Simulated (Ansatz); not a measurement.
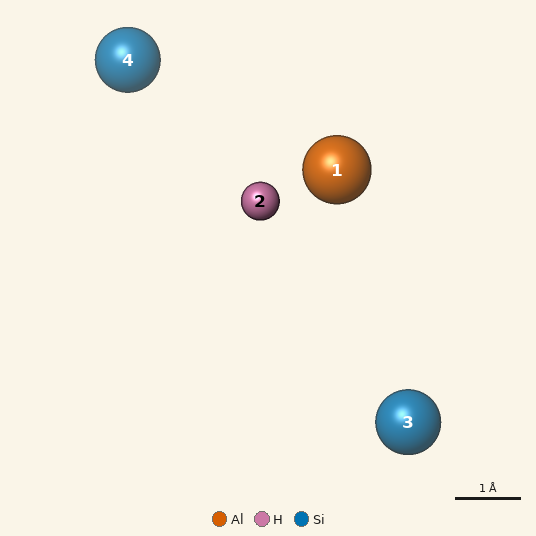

Simulated data, not a measurement (program: Ansatz).

Orthographic view. Depth is shown by fading: the farther an atom, the more it takes the colour of the background. State: neutral, triplet. Geometry: a fixed input geometry, not necessarily a minimum.

Give the distance matrix in Å.

```
atom   Al1    H2   Si3   Si4
 Al1  0.00                  
  H2  2.74  0.00            
 Si3  4.18  5.38  0.00      
 Si4  4.18  5.38  7.12  0.00
```

The spin state was imposed, and no run here compares it with a lower spin, which may lie lower.
